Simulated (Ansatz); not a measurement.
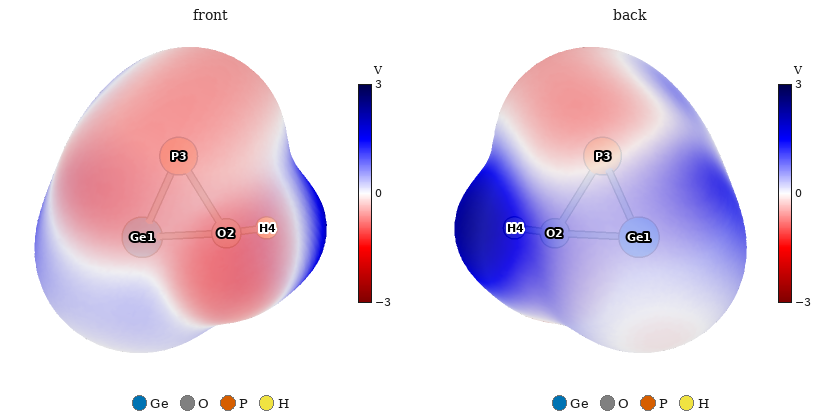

Figure 1: GeHOP. The electrostatic potential painted on the density surface at 0.001 e/bohr³, seen from the front and from behind; the colour scale runs from red (negative) to blue (positive).

Geometry: PBE0-D3(BJ)/def2-SVP.

Computed with Ansatz 0.2.0, isolated molecule in a Gaussian basis; Kohn-Sham density functional theory, functional PBE0.

Input

```
crystal:
  periodic: [false, false, false]
  atoms:
    - {symbol: Ge, position_ang: [0.158480, 0.310804, 0.240906]}
    - {symbol: O, position_ang: [0.697568, 1.757388, 1.713993]}
    - {symbol: P, position_ang: [1.718330, 0.220885, 1.747327]}
    - {symbol: H, position_ang: [0.089184, 1.752279, 2.465319]}
basis:
  gaussian: {orbitals: def2-TZVPD}
hamiltonian: {xc: pbe0}
output: {forces: true, orbitals: {seedname: orbitals}}
```

Command:

```sh
ansatz run input.yaml --threads 1 --pin off --max-ram 2610MiB --events-out events.jsonl --progress --plain --runs-dir runs
```

Q: Where is the surface potential most negative and most positive?

A: The most negative region (about −0.8 V) lies over O2, the most positive (about +2.3 V) over H4.

Q: What dipole moment does the calculation give?

A: Its dipole moment is 1.62 D.
